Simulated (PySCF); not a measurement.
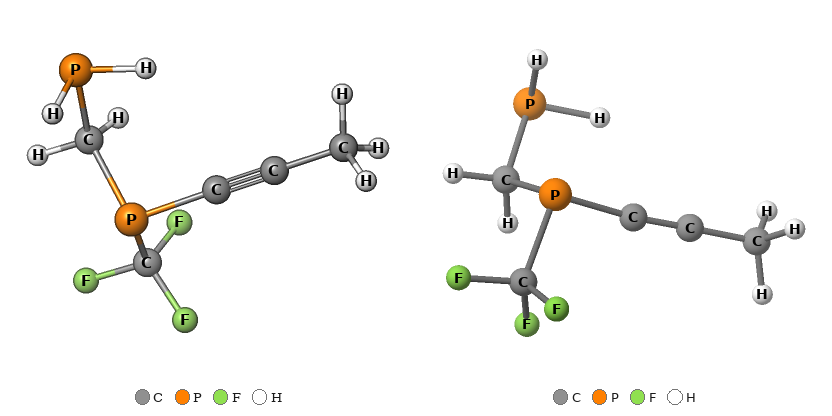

Two views of one molecule.

Describe the molecule.

It has 17 atoms: 5 carbon, 7 hydrogen, 3 fluorine and 2 phosphorus (C5H7F3P2). As SMILES it reads `CC#CP(CP)C(F)(F)F`. It has no ring. Among its groups: alkyne, C–F bond. This geometry has C1 symmetry. Coordination: 3 C tetrahedral; 2 C linear; 2 P trigonal pyramidal.

The parts below concern this one geometry. Atoms keep their numbers from picture to picture. The geometry was computed by an optimisation with PBE0-D3(BJ)/def2-SVP. No frequency run is at hand to confirm it as a minimum.

NMR shielding

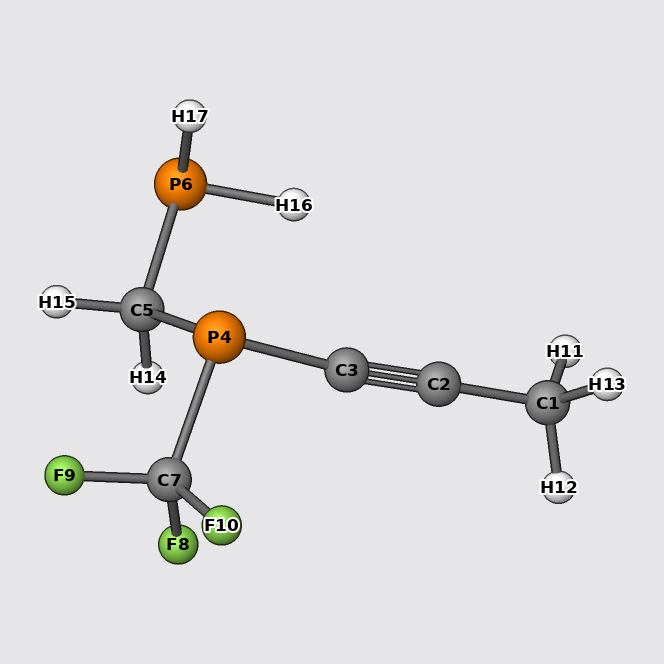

The questions are on isotropic NMR shieldings of the H atoms. No frequency run is at hand to confirm it as a minimum. Properties computed with GIAO PBE0/pcSseg-1 NMR shielding, non-relativistic, IEF-PCM chloroform (PySCF 2.14.0).

Which H atom is the most shielded (lowest chemical shift)?

H15 (29.75 ppm).

Which H atom is the least shielded (highest chemical shift)?

H16 (27.90 ppm).

How wide is the range of H shifts?

1.85 ppm.

List the isotropic NMR shieldings of the H atoms.

```
atom  σ (ppm)
 H11    28.99
 H12    29.00
 H13    28.95
 H14    29.30
 H15    29.75
 H16    27.90
 H17    28.21
```

Electronic properties

No frequency run is at hand to confirm it as a minimum. Properties computed with PBE0/pcSseg-1, gas phase (PySCF 2.14.0).

Predict the main results.

- dipole moment: 2.76 D
- HOMO energy (Kohn–Sham orbital): −7.17 eV
- LUMO energy (Kohn–Sham orbital): −0.58 eV
- HOMO–LUMO gap: 6.59 eV

Polarisability

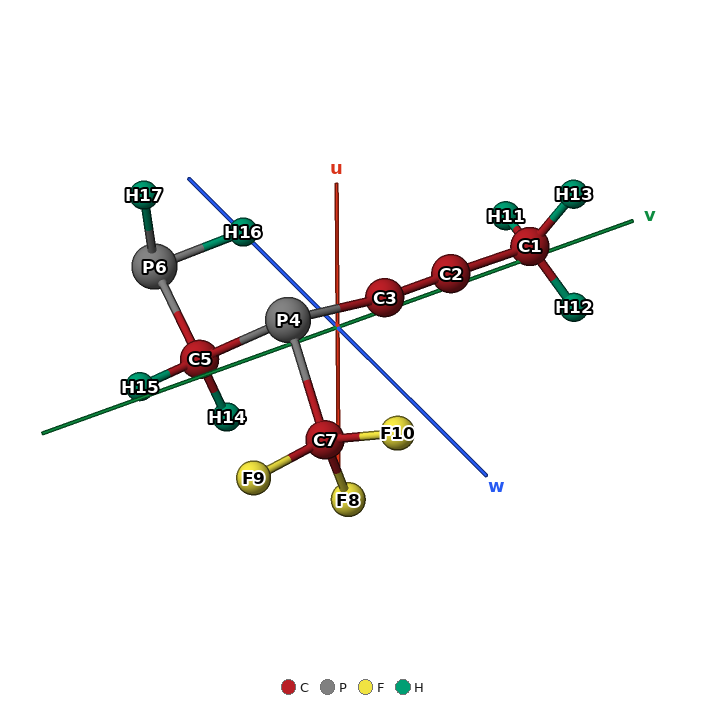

The lines u, v and w are the principal axes of the static dipole polarisability. No frequency run is at hand to confirm it as a minimum. Computed with CAM-B3LYP/def2-SVPD (PySCF 2.14.0).

Along which axis is the molecule most polarisable, and along which least?

Most along v (nearly parallel to the C7–F9 bond), least along u.

Give the three principal values.

u 88.4, v 139.0, w 118.0 bohr³; mean 115.1, anisotropy 44.0 bohr³.
